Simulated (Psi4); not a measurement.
Run report: BCl$_{2}$ (charge +1), geometry relaxation (part 1 of 3)

- system: BCl$_{2}$, charge +1
- method: B3LYP/6-311G**, RKS (Psi4 1.11)

The geometry comes from this level: GFN2-xTB.

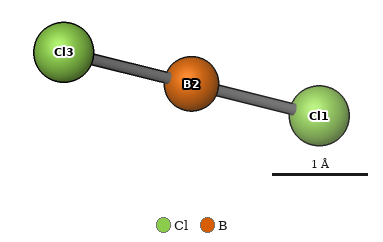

*The structure as given in the input (ball-and-stick view, seen at a tilt; atoms are numbered from 1 in the order of the input).*

### Results in brief

| quantity | value |
| --- | --- |
| outcome | converged |
| total energy | −945.032028 hartree |
| basis functions | 70 |
| HOMO | −16.80 eV |
| LUMO | −8.55 eV |
| hardware | 1 thread of Intel Xeon @ 2.50GHz (Skylake/Cascade Lake), 16 GiB of memory available, shared host |
| wall time | 12 s |
| peak memory | 0.35 GiB |

### Input file (bcl2.inp)
```
memory 1.6 GB

molecule system {
  1 1
  Cl    -1.238380     0.766480    -0.591300
  B      0.000740     0.001360     0.000550
  Cl     1.237640    -0.767840     0.590740
  symmetry c1
}

set globals {
  geom_maxiter 60
}

optimize('b3lyp/6-311G**')
```

Launched with:
```bash
psi4 -n 1 bcl2.inp bcl2.out
```

### Log
```
Psi4 1.11 release

gradient() will perform analytic gradient computation.

   => Loading Basis Set <=

    Name: 6-311G**
    Role: ORBITAL
    Keyword: BASIS

         ---------------------------------------------------------
                                   SCF
                              RKS Reference
                        1 Threads,   1525 MiB Core
         ---------------------------------------------------------

  ==> Geometry <==

    Molecular point group: c1
    Full point group: Cs

    Geometry (in Angstrom), charge = 1, multiplicity = 1:

       Center              X                  Y                   Z               Mass
    ------------   -----------------  -----------------  -----------------  -----------------
         CL          -1.370034930175     0.770450387383     0.000000000000    34.968852682000
         B            0.001185337328     0.001770747164     0.000000000000    11.009305360000
         CL           1.369661748340    -0.771007874825    -0.000000000000    34.968852682000

  Running in c1 symmetry.

  Rotational constants: A = 293116.96746  B =      0.09757  C =      0.09757 [cm^-1]
  Rotational constants: A = 8787425615.78308  B =   2924.95762  C =   2924.95665 [MHz]
  Nuclear repulsion =  105.883521863230627

  Charge       = 1
  Multiplicity = 1
  Electrons    = 38
  Nalpha       = 19
  Nbeta        = 19

  ==> Algorithm <==

  SCF Algorithm Type is DF.
  DIIS enabled.
  MOM disabled.
  Fractional occupation disabled.
  Guess Type is SAD.
  Energy threshold   = 1.00e-08
  Density threshold  = 1.00e-08
  Integral threshold = 1.00e-12

  ==> Primary Basis <==

  Basis Set: 6-311G**
    Blend: 6-311G**
    Number of shells: 32
    Number of basis functions: 70
    Number of Cartesian functions: 73
    Spherical Harmonics?: true
    Max angular momentum: 2

  ==> DFT Potential <==

   => LibXC <=

    Version 7.1.2

   => Composite Functional: B3LYP <=

    B3LYP Hyb-GGA Exchange-Correlation Functional

    Deriv               =              1
    GGA                 =           TRUE
    Meta                =          FALSE

    Exchange Hybrid     =           TRUE
    MP2 Hybrid          =          FALSE

   => Exchange Functionals <=

    0.0800   Slater exchange
    0.7200         Becke 88

   => Exact (HF) Exchange <=

    0.2000               HF

   => Correlation Functionals <=

    0.1900   Vosko, Wilk & Nusair (VWN5_RPA)
    0.8100   Lee, Yang & Parr

   => LibXC Density Thresholds  <==

    XC_HYB_GGA_XC_B3LYP:  1.00E-15

   => Molecular Quadrature <=

    Radial Scheme          =       TREUTLER
    Pruning Scheme         =           NONE
    Nuclear Scheme         =       TREUTLER

    Blocking Scheme        =         OCTREE
    BS radius alpha        =              1
    Pruning alpha          =              1
    Radial Points          =             75
    Spherical Points       =            302
    Total Points           =          62460
    Total Blocks           =            538
    Max Points             =            256
    Max Functions          =             63
    Weights Tolerance      =       1.00E-15

   => Loading Basis Set <=

    Name: (6-311G** AUX)
    Role: JKFIT
    Keyword: DF_BASIS_SCF

  ==> Integral Setup <==

  DFHelper Memory: AOs need 0.013 GiB; user supplied 1.023 GiB.
  SCF_SUBTYPE=INCORE selected. In-core MEM_DF algorithm will be used.
  Using in-core AOs.

  ==> MemDFJK: Density-Fitted J/K Matrices <==

    J tasked:                   Yes
    K tasked:                   Yes
    wK tasked:                   No
    Memory [MiB]:              1047
    Algorithm:                 Core
    Schwarz Cutoff:           1E-12
    Mask sparsity (%):       5.4694
    Fitting Condition:        1E-10

   => Auxiliary Basis Set <=

  Basis Set: (6-311G** AUX)
    Blend: CC-PVTZ-JKFIT
    Number of shells: 99
    Number of basis functions: 321
    Number of Cartesian functions: 386
    Spherical Harmonics?: true
    Max angular momentum: 4

  Cached 100.0% of DFT collocation blocks in 0.095 [GiB].

  Minimum eigenvalue in the overlap matrix is 8.9423973350E-03.
  Reciprocal condition number of the overlap matrix is 2.1888712246E-03.
    Using symmetric orthogonalization.

  ==> Pre-Iterations <==

  SCF Guess: Superposition of Atomic Densities via on-the-fly atomic UHF (no occupation information).

   -------------------------
    Irrep   Nso     Nmo
   -------------------------
     A         70      70
   -------------------------
    Total      70      70
   -------------------------

  ==> Iterations <==

                           Total Energy        Delta E     RMS |[F,P]|

   @DF-RKS iter SAD:  -945.47448327842562   -9.45474e+02   0.00000e+00
   @DF-RKS iter   1:  -945.01066584285081    4.63817e-01   3.44778e-03 ADIIS/DIIS
   @DF-RKS iter   2:  -945.01480311373973   -4.13727e-03   2.36670e-03 ADIIS/DIIS
   @DF-RKS iter   3:  -945.02591454825154   -1.11114e-02   1.05904e-03 ADIIS/DIIS
   @DF-RKS iter   4:  -945.02884101715711   -2.92647e-03   1.20497e-04 ADIIS/DIIS
   @DF-RKS iter   5:  -945.02887228381906   -3.12667e-05   7.99372e-06 DIIS
   @DF-RKS iter   6:  -945.02887244786734   -1.64048e-07   1.17675e-06 DIIS
   @DF-RKS iter   7:  -945.02887245137458   -3.50724e-09   2.93016e-07 DIIS
   @DF-RKS iter   8:  -945.02887245160230   -2.27715e-10   6.01250e-08 DIIS
   @DF-RKS iter   9:  -945.02887245161253   -1.02318e-11   5.51797e-09 DIIS
  Energy and wave function converged.

  ==> Post-Iterations <==

   Electrons on quadrature grid:
      Ntotal   =   38.0000013534 ; deviation = 1.353e-06

    Orbital Energies [Eh]
    ---------------------

    Doubly Occupied:

       1A   -101.864615     2A   -101.864559     3A     -9.780338
       4A     -9.780267     5A     -7.542044     6A     -7.541977
       7A     -7.536204     8A     -7.536204     9A     -7.536133
      10A     -7.536133    11A     -7.151297    12A     -1.175934
      13A     -1.161128    14A     -0.786077    15A     -0.745176
      16A     -0.677519    17A     -0.677519    18A     -0.619970
      19A     -0.619970

    Virtual:

      20A     -0.305956    21A     -0.305954    22A     -0.219593
      23A     -0.060967    24A     -0.045304    25A     -0.032083
      26A      0.010762    27A      0.010762    28A      0.041042
      29A      0.079196    30A      0.079196    31A      0.157784
      32A      0.157785    33A      0.273330    34A      0.282415
      35A      0.282488    36A      0.395313    37A      0.395313
      38A      0.483240    39A      0.559331    40A      0.559331
      41A      0.668028    42A      0.668031    43A      0.700309
      44A      0.700310    45A      0.795738    46A      0.889151
      47A      1.115634    48A      1.216603    49A      1.216608
      50A      1.457158    51A      1.457158    52A      1.624172
      53A      1.742654    54A      1.875603    55A      1.875604
      56A      1.917406    57A      1.917407    58A      1.956529
      59A      2.311923    60A      9.471813    61A      9.476083
      62A     14.180325    63A     25.187802    64A     25.187803
      65A     25.231147    66A     25.231147    67A     25.545078
      68A     26.003171    69A    215.474753    70A    215.523750

    Final Occupation by Irrep:
              A
    DOCC [    19 ]
    NA   [    19 ]
    NB   [    19 ]

  @DF-RKS Final Energy:  -945.02887245161253

   => Energetics <=

    Nuclear Repulsion Energy =            105.8835218632306265
    One-Electron Energy =               -1503.0084607976853022
    Two-Electron Energy =                 500.6763583160212647
    DFT Exchange-Correlation Energy =     -48.5802918331792384
    Empirical Dispersion Energy =           0.0000000000000000
    VV10 Nonlocal Energy =                  0.0000000000000000
    Total Energy =                       -945.0288724516125285

Computation Completed

Properties will be evaluated at   0.000000,   0.000000,   0.000000 [a0]

Properties computed using the SCF density matrix

 Multipole Moments:

 ------------------------------------------------------------------------------------
     Multipole            Electronic (a.u.)      Nuclear  (a.u.)        Total (a.u.)
 ------------------------------------------------------------------------------------

 L = 1.  Multiply by 2.5417464519 to convert [e a0] to [Debye]
 Dipole X            :          0.0024045           -0.0007888            0.0016157
 Dipole Y            :          0.0022351           -0.0011783            0.0010568
 Dipole Z            :         -0.0000000           -0.0000000           -0.0000000
 Magnitude           :                                                    0.0019306

 ------------------------------------------------------------------------------------

	total time  =          2 seconds =       0.03 minutes

         ------------------------------------------------------------
                                   SCF GRAD
         ------------------------------------------------------------

  ==> Geometry <==

    Molecular point group: c1
    Full point group: Cs

    Geometry (in Angstrom), charge = 1, multiplicity = 1:

       Center              X                  Y                   Z               Mass
    ------------   -----------------  -----------------  -----------------  -----------------
         CL          -1.370034930175     0.770450387383     0.000000000000    34.968852682000
         B            0.001185337328     0.001770747164     0.000000000000    11.009305360000
         CL           1.369661748340    -0.771007874825    -0.000000000000    34.968852682000

  Nuclear repulsion =  105.883521863230627

  ==> Basis Set <==

  Basis Set: 6-311G**
    Blend: 6-311G**
    Number of shells: 32
    Number of basis functions: 70
    Number of Cartesian functions: 73
    Spherical Harmonics?: true
    Max angular momentum: 2

  ==> DFJKGrad: Density-Fitted SCF Gradients <==

    Gradient:                    1
    J tasked:                  Yes
    K tasked:                  Yes
    wK tasked:                  No
    Integrals threads:           1
    Memory [MiB]:             1144
    Schwarz Cutoff:          1E-12
    Fitting Condition:       1E-10

   => Auxiliary Basis Set <=

  Basis Set: (6-311G** AUX)
    Blend: CC-PVTZ-JKFIT
    Number of shells: 99
    Number of basis functions: 321
    Number of Cartesian functions: 386
    Spherical Harmonics?: true
    Max angular momentum: 4

   => Molecular Quadrature <=

    Radial Scheme          =       TREUTLER
    Pruning Scheme         =           NONE
    Nuclear Scheme         =       TREUTLER

    Blocking Scheme        =         OCTREE
    BS radius alpha        =              1
    Pruning alpha          =              1
    Radial Points          =             75
    Spherical Points       =            302
    Total Points           =          62460
    Total Blocks           =            538
    Max Points             =            256
    Max Functions          =             63
    Weights Tolerance      =       1.00E-15

  -Total Gradient:
     Atom            X                  Y                   Z
    ------   -----------------  -----------------  -----------------
       1        0.034028255786    -0.019190296002     0.000000000001
       2        0.000341975914    -0.000104777319     0.000000000000
       3       -0.034370742935     0.019294216190    -0.000000000001

	total time  =          0 seconds =       0.00 minutes

    			-----------------------------------------

    			 OPTKING 3.0: for geometry optimizations

    			        with contributions from

    			-----------------------------------------

	                            ===> Fragment 1 <==

	 Z (Atomic Numbers)          Masses                          Geom
	      17.000000            34.968853         -2.58899080  1.45594023  0.00000000
	       5.000000            11.009305          0.00223996  0.00334623  0.00000000
	      17.000000            34.968853          2.58828559 -1.45699372 -0.00000000

	 - Coordinate -           - BOHR/RAD -       - ANG/DEG -
	 R(1,2)           =         2.970607           1.571978
	 R(2,3)           =         2.969886           1.571596
	 L(1,2,3)         =         3.138464         179.820732
	 l(1,2,3)         =         3.141593         180.000000

	        --- Internal Coordinate Step in ANG or DEG, aJ/ANG or AJ/DEG ---
	-------------------------------------------------------------------------------
	           Coordinate      Previous         Force          Change          New
	           ----------      --------        ------          ------        ------
	               R(1,2)       1.57198        0.32186        0.03591       1.60788
	               R(2,3)       1.57160        0.32474        0.03617       1.60777
	             L(1,2,3)     179.82073        0.00002        0.06648     179.88721
	             l(1,2,3)     180.00000       -0.00000       -0.00000     180.00000
	-------------------------------------------------------------------------------

	                                 ==> Convergence Check <==

	Measures of convergence in internal coordinates in au.

	Criteria marked as inactive (o), active & met (*), and active & unmet ( ).

	----------------------------------------------------------------------------------------------~
	   Step    Total Energy     Delta E     Max Force     RMS Force      Max Disp      RMS Disp   ~
	----------------------------------------------------------------------------------------------~
	  Convergence Criteria     1.00e-06 *    3.00e-04 *             o    1.20e-03 *             o~
	----------------------------------------------------------------------------------------------~
	     1    -945.02887245   -9.45e+02      3.94e-02      2.77e-02 o    6.84e-02      4.82e-02 o  ~
	----------------------------------------------------------------------------------------------

Next Geometry in Ang
	Fragment 1 (Ang)

	   Cl  -1.4012625608   0.7883554629   0.0000000000
	    B   0.0008211182   0.0013053214  -0.0000000000
	   Cl   1.4012535980  -0.7884475246   0.0000000000

    Structure for next step:
    Molecular point group: c1
    Full point group: Cs

    Geometry (in Angstrom), charge = 1, multiplicity = 1:

    CL           0.788217701298     1.401370366154     0.000000000000
    B            0.001167559832    -0.000713312823    -0.000000000000
    CL          -0.788585286212    -1.401145792624    -0.000000000000

gradient() will perform analytic gradient computation.

  ==> Geometry <==

    Molecular point group: c1
    Full point group: Cs

    Geometry (in Angstrom), charge = 1, multiplicity = 1:
```
